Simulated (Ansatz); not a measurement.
**Hypothetical anti-perovskite Mg3SnO: pressure series**

Consider Mg$_{3}$SnO in the anti-perovskite structure (space group Pm-3m, No. 221; a = 4.3469 Å; a hypothetical phase, not in the database extracts checked).

Cell and atoms are relaxed at each pressure.

All numbers come from PBEsol (Ansatz, a first-principles code), scalar-relativistic without spin-orbit coupling.

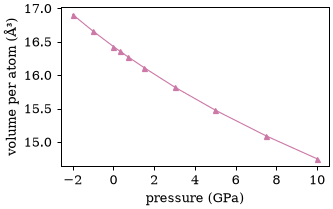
Figure. Volume per atom against pressure

From the plot, what is the volume per atom for pressure −1 GPa?

About 16.7 Å³.

Is the trend monotonic over the range shown?

Yes, it falls throughout, spanning 14.75 Å³ to 16.91 Å³.

Load acts through the strain it causes; cell and atoms are relaxed under it. Whether these cells are dynamically stable was not tested. No other phases were tried under pressure. The final runs are not spin-polarised.
